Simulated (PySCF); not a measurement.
# Acetonitrile, trifluoro- (C2F3N): spin-spin couplings at several levels of theory

Aim: compute the spin-spin couplings of Acetonitrile, trifluoro- (C2F3N) (`N#CC(F)(F)F`) at several levels, and see how far they spread and what each costs.

Computed with PySCF 2.14.0, with density-fitted response routines of our own, on a single molecule in the gas phase. Atoms count from 0, in the outputs and in this text.

## 1. The starting structure

6 atoms, charge 0, multiplicity 1; geometry from: MMFF94s.

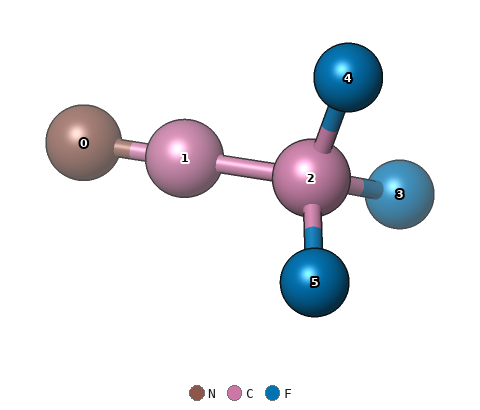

As it starts; nitrogen brown, carbon pink, fluorine blue, atoms numbered; sticks join atoms by distance.

## 2. Relaxing the molecule at PBE0-D3(BJ)/def2-SVP

What the job is given:

```
{"job": {"xc": "PBE0", "basis": "def2-SVP", "d3": "d3bj", "grid": 1, "kind": "geom"}, "charge": 0, "multiplicity": 1}
N      2.195186     0.023178     0.023695
C      1.030422     0.010879     0.011122
C     -0.435210    -0.004595    -0.004697
F     -0.911261    -1.009882    -0.780149
F     -0.941876    -0.176824     1.241168
F     -0.937261     1.157245    -0.491139
```

Command:

```sh
$ OMP_NUM_THREADS=1 python probes_run.py task.json out
```

This one command runs all jobs of the session in turn.

Output:

```text
step   0  E = -429.69775166  max force = 0.048512
step   1  E = -429.68906211  max force = 0.056643
step   2  E = -429.69741032  max force = 0.040177
step   3  E = -429.70093663  max force = 0.010356
step   4  E = -429.70115478  max force = 0.002774
step   5  E = -429.70124194  max force = 0.002239
step   6  E = -429.70126987  max force = 0.001966
step   7  E = -429.70128446  max force = 0.000374
optimisation converged
```

Wall time 16 s (1 thread of Arm Neoverse V1, shared host); peak memory 0.35 GiB.

Along the way: (the energy doesn't fall at every step)

```csv
step,energy from step 0 (eV),largest force component (eV/Å)
0,0.0000,2.4946
1,0.2365,2.9127
2,0.0093,2.0660
3,-0.0867,0.5325
4,-0.0926,0.1426
5,-0.0950,0.1151
6,-0.0957,0.1011
7,-0.0961,0.0192
```

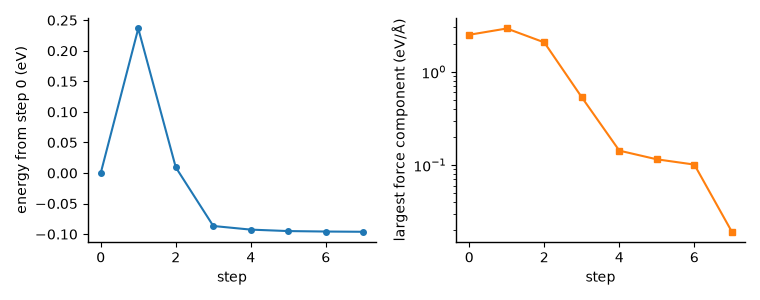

Energy and force, step by step.

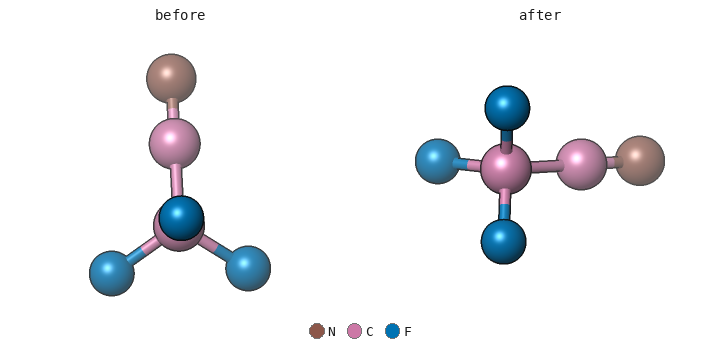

The geometry before (left) and after (right).

Close pairs (by a distance rule), those that changed most:

```csv
bond,before (Å),after (Å),change (Å)
C2–F5,1.356,1.323,-0.033
C2–F4,1.356,1.323,-0.033
C2–F3,1.356,1.324,-0.032
C1–C2,1.466,1.486,+0.020
N0–C1,1.165,1.154,-0.011
```

The end geometry stands in the next job.

```csv
at the end point,value
point group (found at 0.08 Å tolerance),C3v
"rotational constants (GHz, main isotopes)","5.733, 2.956, 2.956"
dipole moment (D),1.33
```

## 3. J couplings: LDA/pcJ-1

What the job is given:

```
{"job": {"kind": "j", "xc": "LDA", "basis": "pcJ-1"}, "charge": 0, "multiplicity": 1}
N      0.608257    -1.649484    -1.286550
C      0.285966    -0.776024    -0.605151
C     -0.128627     0.349294     0.272476
F     -1.449495     0.427312     0.315646
F      0.330501     0.159781     1.499086
F      0.353396     1.489110    -0.195516
```

With the program's defaults for keys left out, this is: LDA/pcJ-1 indirect spin-spin coupling, non-relativistic, gas phase.

Output:

```text
coarse grid: 6496 points
cycle   1  E = -427.2974354882  dE =  9.623e-01  |g| = 9.223e-01  |ddm| = 2.497e+00
cycle   2  E = -426.5241374973  dE =  7.733e-01  |g| = 2.262e+00  |ddm| = 1.689e+00
cycle   3  E = -427.3833780361  dE = -8.592e-01  |g| = 5.336e-01  |ddm| = 1.388e+00
cycle   4  E = -427.4381300511  dE = -5.475e-02  |g| = 1.253e-01  |ddm| = 3.366e-01
cycle   5  E = -427.4412924273  dE = -3.162e-03  |g| = 2.685e-02  |ddm| = 9.014e-02
cycle   6  E = -427.4414364411  dE = -1.440e-04  |g| = 3.927e-03  |ddm| = 2.175e-02
cycle   7  E = -427.4414394601  dE = -3.019e-06  |g| = 8.405e-04  |ddm| = 3.151e-03
final grid: 68224 points
cycle   8  E = -427.4677388516  dE = -1.401e-04  |g| = 4.385e-03  |ddm| = 1.104e-02
cycle   9  E = -427.4677384194  dE =  4.322e-07  |g| = 2.760e-03  |ddm| = 2.427e-03
cycle  10  E = -427.4677365675  dE =  1.852e-06  |g| = 3.961e-03  |ddm| = 3.422e-03
cycle  11  E = -427.4677394005  dE = -2.833e-06  |g| = 1.154e-03  |ddm| = 2.467e-03
cycle  12  E = -427.4677396517  dE = -2.512e-07  |g| = 2.407e-04  |ddm| = 6.568e-04
cycle  13  E = -427.4677396607  dE = -9.050e-09  |g| = 1.971e-05  |ddm| = 1.428e-04
cycle  14  E = -427.4677396608  dE = -3.376e-11  |g| = 1.165e-05  |ddm| = 1.295e-05
converged SCF energy = -427.4677396608

Indirect spin-spin couplings (Hz)
  i      j    bonds     total        FC       PSO       DSO        SD
  0 N    1 C    1     -5.727    -0.756     0.299    -0.016    -5.254
  0 N    2 C    2      1.848     3.297    -1.055     0.033    -0.428
  0 N    3 F    3     -0.424    -0.237    -1.224     0.148     0.889
  0 N    4 F    3     -0.431    -0.240    -1.225     0.148     0.887
  0 N    5 F    3     -0.429    -0.241    -1.224     0.148     0.888
  1 C    2 C    1    103.560   104.102    -1.575     0.451     0.582
  1 C    3 F    2     58.630    56.170     0.823     0.121     1.516
  1 C    4 F    2     58.663    56.206     0.820     0.121     1.515
  1 C    5 F    2     58.700    56.244     0.822     0.121     1.513
  2 C    3 F    1   -358.300  -326.456   -40.190     1.389     6.957
  2 C    4 F    1   -358.392  -326.443   -40.269     1.389     6.930
  2 C    5 F    1   -358.320  -326.331   -40.299     1.389     6.921
  3 F    4 F    2     -2.338   -25.705   -26.419    -0.657    50.443
  3 F    5 F    2     -2.321   -25.582   -26.495    -0.657    50.414
  4 F    5 F    2     -2.520   -25.684   -26.489    -0.659    50.313
```

Run time: 7.6 s. Hardware: 1 thread of Arm Neoverse V1, shared host; peak memory 0.48 GiB.

A choice of the couplings up to four bonds, sorted by the number of bonds, with means over like pairs; isotopes 13C, 19F, 15N:

```csv
pair,bonds,J (Hz),Fermi contact (Hz)
C2–F3,1,-358.3,-326.4
C1–C2,1,103.6,104.1
N0–C1,1,-5.7,-0.8
C1–F3,2,58.7,56.2
F3–F4,2,-2.4,-25.7
N0–C2,2,1.8,3.3
```

Quadrupole couplings from the field gradients of the same density:

```csv
atom,isotope,eQq/h (MHz),η,measured (MHz)
N0,14N,-4.816,0.00,-4.666
```

Measured: gas; W. C. Bailey, Calculation of NQCC in Gaseous State Molecules (compilation of microwave values).

## 4. Indirect couplings: PBE/pcJ-1

Settings changed since step 3:

```diff
@@ -1,2 +1,2 @@
-{"job": {"kind": "j", "xc": "LDA", "basis": "pcJ-1"}, "charge": 0, "multiplicity": 1}
+{"job": {"kind": "j", "xc": "PBE", "basis": "pcJ-1"}, "charge": 0, "multiplicity": 1}
 N      0.608257    -1.649484    -1.286550
```

Level: PBE/pcJ-1 indirect spin-spin coupling, non-relativistic, gas phase.

Output:

```text
coarse grid: 6496 points
cycle   1  E = -429.8174565796  dE =  1.005e+00  |g| = 9.624e-01  |ddm| = 2.489e+00
cycle   2  E = -428.9979945468  dE =  8.195e-01  |g| = 2.333e+00  |ddm| = 1.739e+00
cycle   3  E = -429.9109478138  dE = -9.130e-01  |g| = 5.515e-01  |ddm| = 1.440e+00
cycle   4  E = -429.9710432720  dE = -6.010e-02  |g| = 1.070e-01  |ddm| = 3.383e-01
cycle   5  E = -429.9733422314  dE = -2.299e-03  |g| = 2.506e-02  |ddm| = 8.270e-02
cycle   6  E = -429.9734763435  dE = -1.341e-04  |g| = 4.449e-03  |ddm| = 2.205e-02
cycle   7  E = -429.9734801833  dE = -3.840e-06  |g| = 1.094e-03  |ddm| = 3.737e-03
final grid: 68224 points
cycle   8  E = -430.0402665380  dE = -2.254e-04  |g| = 8.829e-03  |ddm| = 1.850e-02
cycle   9  E = -430.0402393102  dE =  2.723e-05  |g| = 1.606e-02  |ddm| = 1.320e-02
cycle  10  E = -430.0402779813  dE = -3.867e-05  |g| = 2.093e-03  |ddm| = 8.381e-03
cycle  11  E = -430.0402777678  dE =  2.135e-07  |g| = 2.374e-03  |ddm| = 2.268e-03
cycle  12  E = -430.0402789291  dE = -1.161e-06  |g| = 2.660e-04  |ddm| = 1.373e-03
cycle  13  E = -430.0402789434  dE = -1.435e-08  |g| = 5.980e-05  |ddm| = 2.369e-04
cycle  14  E = -430.0402789439  dE = -5.043e-10  |g| = 2.660e-05  |ddm| = 4.474e-05
converged SCF energy = -430.0402789439

Indirect spin-spin couplings (Hz)
  i      j    bonds     total        FC       PSO       DSO        SD
  0 N    1 C    1     -8.212    -1.858     0.131    -0.017    -6.468
  0 N    2 C    2      2.320     3.832    -1.036     0.033    -0.509
  0 N    3 F    3     -0.480    -0.460    -1.242     0.148     1.074
  0 N    4 F    3     -0.486    -0.463    -1.243     0.148     1.072
  0 N    5 F    3     -0.487    -0.466    -1.242     0.148     1.073
  1 C    2 C    1    115.748   116.237    -1.540     0.450     0.601
  1 C    3 F    2     62.774    60.265     0.771     0.121     1.617
  1 C    4 F    2     62.810    60.302     0.769     0.121     1.618
  1 C    5 F    2     62.843    60.337     0.771     0.121     1.615
  2 C    3 F    1   -371.681  -340.696   -39.427     1.393     7.049
  2 C    4 F    1   -371.769  -340.679   -39.503     1.393     7.020
  2 C    5 F    1   -371.682  -340.551   -39.532     1.393     7.007
  3 F    4 F    2     19.596    -8.051   -26.229    -0.653    54.529
  3 F    5 F    2     19.450    -8.086   -26.303    -0.653    54.492
  4 F    5 F    2     18.595    -8.836   -26.301    -0.656    54.388
```

It took 12 s on 1 thread of Arm Neoverse V1, shared host; peak memory 0.44 GiB.

Key values: J(C2,F3) -371.7 Hz, J(C1,C2) 115.7 Hz, J(C1,F3) 62.8 Hz (means over like pairs).

## 5. Spin-spin couplings: KT2/pcJ-1

Settings changed since step 4:

```diff
@@ -1,2 +1,2 @@
-{"job": {"kind": "j", "xc": "PBE", "basis": "pcJ-1"}, "charge": 0, "multiplicity": 1}
+{"job": {"kind": "j", "xc": "KT2", "basis": "pcJ-1"}, "charge": 0, "multiplicity": 1}
 N      0.608257    -1.649484    -1.286550
```

Level: KT2/pcJ-1 indirect spin-spin coupling, non-relativistic, gas phase.

Output:

```text
coarse grid: 6496 points
cycle   1  E = -436.2481420569  dE =  1.062e+00  |g| = 1.173e+00  |ddm| = 2.468e+00
cycle   2  E = -435.2907562796  dE =  9.574e-01  |g| = 2.595e+00  |ddm| = 1.980e+00
cycle   3  E = -436.3912790545  dE = -1.101e+00  |g| = 5.905e-01  |ddm| = 1.636e+00
cycle   4  E = -436.4615423958  dE = -7.026e-02  |g| = 1.487e-01  |ddm| = 4.085e-01
cycle   5  E = -436.4663191599  dE = -4.777e-03  |g| = 2.798e-02  |ddm| = 1.136e-01
cycle   6  E = -436.4664928567  dE = -1.737e-04  |g| = 4.144e-03  |ddm| = 2.517e-02
cycle   7  E = -436.4664960769  dE = -3.220e-06  |g| = 1.591e-03  |ddm| = 4.011e-03
final grid: 68224 points
cycle   8  E = -436.5864109293  dE = -7.302e-04  |g| = 4.853e-02  |ddm| = 4.223e-02
cycle   9  E = -436.5857295623  dE =  6.814e-04  |g| = 8.238e-02  |ddm| = 6.398e-02
cycle  10  E = -436.5867177208  dE = -9.882e-04  |g| = 8.865e-03  |ddm| = 4.321e-02
cycle  11  E = -436.5867284381  dE = -1.072e-05  |g| = 5.669e-03  |ddm| = 7.825e-03
cycle  12  E = -436.5867351807  dE = -6.743e-06  |g| = 5.625e-04  |ddm| = 3.282e-03
cycle  13  E = -436.5867352516  dE = -7.095e-08  |g| = 1.070e-04  |ddm| = 5.293e-04
cycle  14  E = -436.5867352539  dE = -2.291e-09  |g| = 3.604e-05  |ddm| = 8.589e-05
cycle  15  E = -436.5867352541  dE = -1.893e-10  |g| = 1.433e-05  |ddm| = 2.552e-05
converged SCF energy = -436.5867352541

Indirect spin-spin couplings (Hz)
  i      j    bonds     total        FC       PSO       DSO        SD
  0 N    1 C    1     -1.317     5.620     0.064    -0.016    -6.984
  0 N    2 C    2      3.677     5.230    -1.011     0.033    -0.575
  0 N    3 F    3     -0.009    -0.010    -1.487     0.148     1.340
  0 N    4 F    3     -0.014    -0.012    -1.488     0.148     1.338
  0 N    5 F    3     -0.016    -0.016    -1.486     0.148     1.338
  1 C    2 C    1    100.554   100.986    -1.475     0.449     0.593
  1 C    3 F    2     53.985    51.545     0.444     0.120     1.876
  1 C    4 F    2     54.013    51.576     0.442     0.120     1.876
  1 C    5 F    2     54.053    51.616     0.444     0.120     1.873
  2 C    3 F    1   -383.867  -355.336   -37.231     1.394     7.306
  2 C    4 F    1   -384.029  -355.395   -37.300     1.394     7.273
  2 C    5 F    1   -383.987  -355.311   -37.330     1.394     7.260
  3 F    4 F    2    -23.022   -51.734   -36.984    -0.658    66.353
  3 F    5 F    2    -23.023   -51.621   -37.054    -0.658    66.310
  4 F    5 F    2    -23.171   -51.669   -37.032    -0.660    66.191
```

Wall time 13 s (1 thread of Arm Neoverse V1, shared host); peak memory 0.44 GiB.

This run: J(C2,F3) -384.0 Hz, J(C1,C2) 100.6 Hz, J(C1,F3) 54.0 Hz (means over like pairs).

## 6. J couplings: PBE0/pcJ-1

Settings changed since step 5:

```diff
@@ -1,2 +1,2 @@
-{"job": {"kind": "j", "xc": "KT2", "basis": "pcJ-1"}, "charge": 0, "multiplicity": 1}
+{"job": {"kind": "j", "xc": "PBE0", "basis": "pcJ-1"}, "charge": 0, "multiplicity": 1}
 N      0.608257    -1.649484    -1.286550
```

Level: PBE0/pcJ-1 indirect spin-spin coupling, non-relativistic, gas phase.

Output:

```text
coarse grid: 6496 points
cycle   1  E = -429.8027245338  dE =  1.080e+00  |g| = 9.877e-01  |ddm| = 2.447e+00
cycle   2  E = -429.3831460854  dE =  4.196e-01  |g| = 1.834e+00  |ddm| = 1.379e+00
cycle   3  E = -429.9553620009  dE = -5.722e-01  |g| = 3.293e-01  |ddm| = 1.021e+00
cycle   4  E = -429.9754158609  dE = -2.005e-02  |g| = 8.685e-02  |ddm| = 2.112e-01
cycle   5  E = -429.9769105253  dE = -1.495e-03  |g| = 1.446e-02  |ddm| = 5.720e-02
cycle   6  E = -429.9769424269  dE = -3.190e-05  |g| = 1.629e-03  |ddm| = 9.210e-03
cycle   7  E = -429.9769428846  dE = -4.576e-07  |g| = 3.274e-04  |ddm| = 1.197e-03
final grid: 68224 points
cycle   8  E = -430.0261798460  dE = -1.320e-04  |g| = 4.451e-03  |ddm| = 1.348e-02
cycle   9  E = -430.0261779226  dE =  1.923e-06  |g| = 5.698e-03  |ddm| = 5.530e-03
cycle  10  E = -430.0261828821  dE = -4.959e-06  |g| = 9.261e-04  |ddm| = 2.999e-03
cycle  11  E = -430.0261828657  dE =  1.638e-08  |g| = 9.630e-04  |ddm| = 9.754e-04
cycle  12  E = -430.0261830535  dE = -1.878e-07  |g| = 1.325e-04  |ddm| = 5.476e-04
cycle  13  E = -430.0261830566  dE = -3.041e-09  |g| = 8.877e-06  |ddm| = 8.305e-05
cycle  14  E = -430.0261830566  dE = -4.206e-12  |g| = 7.613e-06  |ddm| = 7.399e-06
converged SCF energy = -430.0261830566

Indirect spin-spin couplings (Hz)
  i      j    bonds     total        FC       PSO       DSO        SD
  0 N    1 C    1    -16.432    -7.545    -1.023    -0.015    -7.848
  0 N    2 C    2      1.281     2.779    -1.004     0.033    -0.527
  0 N    3 F    3     -0.453    -1.065    -0.765     0.148     1.229
  0 N    4 F    3     -0.459    -1.068    -0.766     0.148     1.227
  0 N    5 F    3     -0.462    -1.073    -0.765     0.148     1.227
  1 C    2 C    1    127.245   127.629    -1.459     0.448     0.626
  1 C    3 F    2     62.191    59.788     0.612     0.121     1.670
  1 C    4 F    2     62.224    59.823     0.610     0.121     1.671
  1 C    5 F    2     62.251    59.849     0.612     0.121     1.669
  2 C    3 F    1   -333.678  -305.245   -37.323     1.392     7.499
  2 C    4 F    1   -333.750  -305.201   -37.403     1.391     7.463
  2 C    5 F    1   -333.648  -305.053   -37.434     1.391     7.448
  3 F    4 F    2     85.287    43.982   -13.409    -0.653    55.367
  3 F    5 F    2     85.188    43.986   -13.472    -0.653    55.328
  4 F    5 F    2     84.434    43.314   -13.451    -0.655    55.227
```

Run time: 15 s. Hardware: 1 thread of Arm Neoverse V1, shared host; peak memory 0.7 GiB.

This run: J(C2,F3) -333.7 Hz, J(C1,C2) 127.2 Hz, J(F3,F4) 85.0 Hz (means over like pairs).

## 7. J couplings: B97-2/pcJ-1

Settings changed since step 6:

```diff
@@ -1,2 +1,2 @@
-{"job": {"kind": "j", "xc": "PBE0", "basis": "pcJ-1"}, "charge": 0, "multiplicity": 1}
+{"job": {"kind": "j", "xc": "B97-2", "basis": "pcJ-1"}, "charge": 0, "multiplicity": 1}
 N      0.608257    -1.649484    -1.286550
```

Method: B97-2/pcJ-1 indirect spin-spin coupling, non-relativistic, gas phase.

Output:

```text
coarse grid: 6496 points
cycle   1  E = -430.0985877960  dE =  1.076e+00  |g| = 1.029e+00  |ddm| = 2.453e+00
cycle   2  E = -429.6100745102  dE =  4.885e-01  |g| = 1.954e+00  |ddm| = 1.461e+00
cycle   3  E = -430.2571196682  dE = -6.470e-01  |g| = 3.628e-01  |ddm| = 1.104e+00
cycle   4  E = -430.2820705684  dE = -2.495e-02  |g| = 8.710e-02  |ddm| = 2.323e-01
cycle   5  E = -430.2836143058  dE = -1.544e-03  |g| = 1.272e-02  |ddm| = 5.823e-02
cycle   6  E = -430.2836415535  dE = -2.725e-05  |g| = 1.771e-03  |ddm| = 8.893e-03
cycle   7  E = -430.2836421098  dE = -5.563e-07  |g| = 2.779e-04  |ddm| = 1.239e-03
final grid: 68224 points
cycle   8  E = -430.3209187618  dE = -1.351e-04  |g| = 1.463e-02  |ddm| = 1.868e-02
cycle   9  E = -430.3208973749  dE =  2.139e-05  |g| = 1.874e-02  |ddm| = 1.425e-02
cycle  10  E = -430.3209437900  dE = -4.642e-05  |g| = 1.218e-03  |ddm| = 8.719e-03
cycle  11  E = -430.3209439047  dE = -1.147e-07  |g| = 8.855e-04  |ddm| = 9.865e-04
cycle  12  E = -430.3209440450  dE = -1.402e-07  |g| = 3.114e-04  |ddm| = 6.000e-04
cycle  13  E = -430.3209440653  dE = -2.030e-08  |g| = 2.111e-05  |ddm| = 1.885e-04
cycle  14  E = -430.3209440653  dE = -8.731e-11  |g| = 7.630e-06  |ddm| = 1.731e-05
converged SCF energy = -430.3209440653

Indirect spin-spin couplings (Hz)
  i      j    bonds     total        FC       PSO       DSO        SD
  0 N    1 C    1    -15.656    -7.999    -0.899    -0.016    -6.742
  0 N    2 C    2      1.917     3.361    -1.009     0.033    -0.468
  0 N    3 F    3     -0.909    -1.346    -0.787     0.148     1.076
  0 N    4 F    3     -0.917    -1.351    -0.788     0.148     1.074
  0 N    5 F    3     -0.920    -1.355    -0.787     0.148     1.074
  1 C    2 C    1    125.852   126.272    -1.458     0.448     0.589
  1 C    3 F    2     58.947    56.715     0.590     0.121     1.521
  1 C    4 F    2     58.975    56.745     0.588     0.121     1.521
  1 C    5 F    2     58.999    56.769     0.590     0.121     1.519
  2 C    3 F    1   -331.083  -302.482   -37.071     1.391     7.078
  2 C    4 F    1   -331.080  -302.367   -37.148     1.391     7.044
  2 C    5 F    1   -331.028  -302.275   -37.178     1.391     7.034
  3 F    4 F    2     64.496    25.303   -14.024    -0.653    53.871
  3 F    5 F    2     64.583    25.493   -14.091    -0.654    53.835
  4 F    5 F    2     64.558    25.536   -14.073    -0.656    53.751
```

It took 14 s on 1 thread of Arm Neoverse V1, shared host; peak memory 0.7 GiB.

This run: J(C2,F3) -331.1 Hz, J(C1,C2) 125.9 Hz, J(F3,F4) 64.5 Hz (means over like pairs).

## 8. Spin-spin couplings: CAM-B3LYP/pcJ-1

Settings changed since step 7:

```diff
@@ -1,2 +1,2 @@
-{"job": {"kind": "j", "xc": "B97-2", "basis": "pcJ-1"}, "charge": 0, "multiplicity": 1}
+{"job": {"kind": "j", "xc": "CAM-B3LYP", "basis": "pcJ-1"}, "charge": 0, "multiplicity": 1}
 N      0.608257    -1.649484    -1.286550
```

With the program's defaults for keys left out, this is: CAM-B3LYP/pcJ-1 indirect spin-spin coupling, non-relativistic, gas phase.

Output:

```text
coarse grid: 6496 points
cycle   1  E = -430.0608075503  dE =  1.133e+00  |g| = 1.102e+00  |ddm| = 2.406e+00
cycle   2  E = -429.7877534382  dE =  2.731e-01  |g| = 1.726e+00  |ddm| = 1.340e+00
cycle   3  E = -430.2752070816  dE = -4.875e-01  |g| = 2.184e-01  |ddm| = 8.622e-01
cycle   4  E = -430.2826055542  dE = -7.398e-03  |g| = 9.127e-02  |ddm| = 1.458e-01
cycle   5  E = -430.2841762821  dE = -1.571e-03  |g| = 1.433e-02  |ddm| = 5.843e-02
cycle   6  E = -430.2842056819  dE = -2.940e-05  |g| = 2.115e-03  |ddm| = 9.334e-03
cycle   7  E = -430.2842068295  dE = -1.148e-06  |g| = 5.250e-04  |ddm| = 2.791e-03
final grid: 68224 points
cycle   8  E = -430.3359926804  dE = -1.443e-04  |g| = 3.885e-03  |ddm| = 8.823e-03
cycle   9  E = -430.3359923429  dE =  3.375e-07  |g| = 3.753e-03  |ddm| = 3.087e-03
cycle  10  E = -430.3359940801  dE = -1.737e-06  |g| = 5.691e-04  |ddm| = 1.655e-03
cycle  11  E = -430.3359941029  dE = -2.288e-08  |g| = 3.708e-04  |ddm| = 3.717e-04
cycle  12  E = -430.3359941293  dE = -2.640e-08  |g| = 3.472e-05  |ddm| = 2.060e-04
cycle  13  E = -430.3359941296  dE = -2.372e-10  |g| = 1.534e-05  |ddm| = 2.768e-05
converged SCF energy = -430.3359941296

Indirect spin-spin couplings (Hz)
  i      j    bonds     total        FC       PSO       DSO        SD
  0 N    1 C    1    -19.867   -10.411    -1.435    -0.013    -8.007
  0 N    2 C    2      0.300     1.718    -0.966     0.033    -0.485
  0 N    3 F    3     -0.564    -1.189    -0.706     0.148     1.183
  0 N    4 F    3     -0.571    -1.193    -0.707     0.148     1.180
  0 N    5 F    3     -0.573    -1.197    -0.706     0.148     1.181
  1 C    2 C    1    133.631   133.948    -1.447     0.447     0.682
  1 C    3 F    2     63.975    61.625     0.518     0.121     1.710
  1 C    4 F    2     64.011    61.662     0.516     0.121     1.711
  1 C    5 F    2     64.039    61.689     0.519     0.122     1.709
  2 C    3 F    1   -325.885  -297.737   -37.674     1.388     8.138
  2 C    4 F    1   -325.953  -297.685   -37.757     1.388     8.101
  2 C    5 F    1   -325.838  -297.522   -37.790     1.388     8.086
  3 F    4 F    2     85.465    48.760   -15.839    -0.651    53.195
  3 F    5 F    2     85.498    48.891   -15.897    -0.652    53.155
  4 F    5 F    2     85.081    48.549   -15.867    -0.654    53.053
```

It took 18 s on 1 thread of Arm Neoverse V1, shared host; peak memory 0.72 GiB.

This run: J(C2,F3) -325.9 Hz, J(C1,C2) 133.6 Hz, J(F3,F4) 85.3 Hz (means over like pairs).

## 9. Side by side: spin-spin couplings

Couplings (Hz), each a mean over the pairs like the one named, with basis size and wall time:

```csv
run,C2–F3,C1–C2,C1–F3,N0–C1,F3–F4,N0–C2,functions,time
LDA/pcJ-1,-358.3,103.6,58.7,-5.7,-2.4,1.8,162,7.6 s
PBE/pcJ-1,-371.7,115.7,62.8,-8.2,19.2,2.3,162,12 s
KT2/pcJ-1,-384.0,100.6,54.0,-1.3,-23.1,3.7,162,13 s
PBE0/pcJ-1,-333.7,127.2,62.2,-16.4,85.0,1.3,162,15 s
B97-2/pcJ-1,-331.1,125.9,59.0,-15.7,64.5,1.9,162,14 s
CAM-B3LYP/pcJ-1,-325.9,133.6,64.0,-19.9,85.3,0.3,162,18 s
```

## 10. What came out

| quantity | value |
| --- | --- |
| point group | C3v |
| rotational constants (main isotopes) | 5.73, 2.96, 2.96 GHz |
| largest coupling of the table (LDA/pcJ-1) | ¹J(C,F) C2–F3, -358.3 Hz |
| range of J(C2,F3), mean over like pairs | -384.0 to -325.9 Hz |

What this shows: Single values in the summary come from the first run of each kind that ended normally (LDA/pcJ-1), which need not be the best level. The optimisation took 7 steps and gained 0.096 eV; among the close pairs (by a distance rule), C2–F5 changed most, from 1.356 to 1.323 Å. No frequency check was run at this level, so the end point may be a saddle. Of the pairs tabulated at LDA/pcJ-1, C2–F3 (mean over like pairs) couples most strongly (-358.3 Hz; Fermi contact -326.4 Hz). Density functionals describe couplings to fluorine poorly, F–F couplings above all, so those rows are rough. The coupling C2–F3, as a mean over pairs of its kind, runs from -384.0 Hz (KT2/pcJ-1) to -325.9 Hz (CAM-B3LYP/pcJ-1).
